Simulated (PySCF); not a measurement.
System: LiCa (charge −1).

```tsv
atom	x (Å)	y (Å)	z (Å)
Li	0.0000	0.0000	-3.1619
Ca	0.0000	0.0000	0.5551
```

Computed with PBE0/aug-pcseg-1, non-relativistic, at a bond length of 3.717 Å (PySCF).

Q: What can the converged electron density and electron localisation function tell about the bonding?

A: Li–Ca (3.72 Å): the density is about 0.06 e/Å³ at the midpoint; the ELF peaks at about 1 between the atoms.

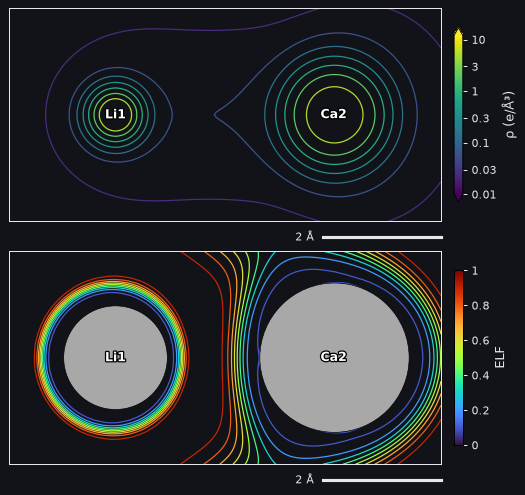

Computed electron density and electron localisation function on a plane that holds the molecular axis, in this order. Grey discs cover the atomic cores in the ELF map. 
